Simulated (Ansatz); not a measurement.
## Fields on a plane of MoSi2 (MoSi2 type, space group I4/mmm)

```
CELL_PARAMETERS angstrom
     -1.60850     1.60850     3.93661
      1.60850    -1.60850     3.93661
      1.60850     1.60850    -3.93661
ATOMIC_POSITIONS crystal
  Mo 0.00000 0.00000 0.00000
  Si 0.33511 0.33511 0.00000
  Si 0.66489 0.66489 0.00000
```

The slice is a (1 0 -1) plane (indices of the conventional cell) through the point (0.665, 0.665, 0.000) (fractional), spanned by u = [101] and v = [121] in vectors of this cell: u (3.22 Å) and v (8.51 Å, at 90° to u). It covers one period; positions are fractions (u, v).

Atoms on it: Si at (0.00, 0.00); Si at (0.50, 0.50). Other atoms lie within 1 Å of the plane.

Method: PBE (plane waves to 420 eV, PAW, scalar-relativistic; Ansatz, an electronic-structure program). k mesh 20×20×20. These are valence fields of a PAW run, semicore shells included where kept as valence: close to a nucleus they are smooth pseudo fields. MoSi2 is run without spin polarisation. MoSi2 was relaxed with its symmetry unable to fall. The PAW data are Ansatz's earlier set.

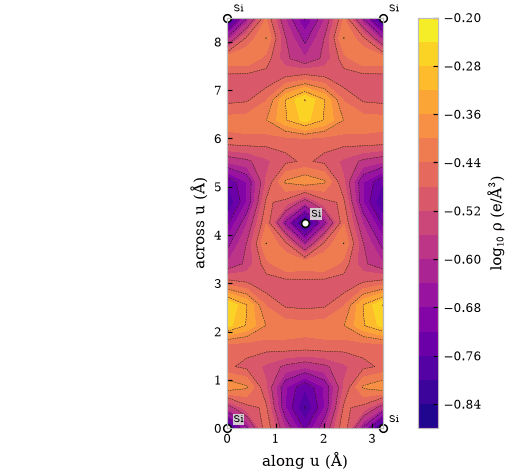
Figure: Log₁₀ of the valence density in e/Å³, one period of the plane, atoms marked. The scale is logarithmic, as a density can span decades between atoms and voids.

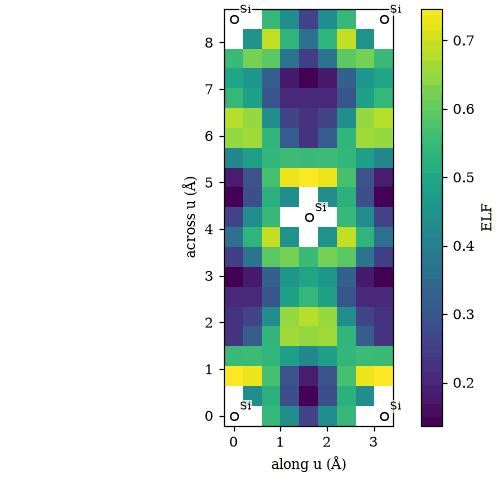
Electron localisation function (ELF), one period of the plane, atoms marked. Points within 0.5 Å of a nucleus are left white, as the pseudised field means little there.
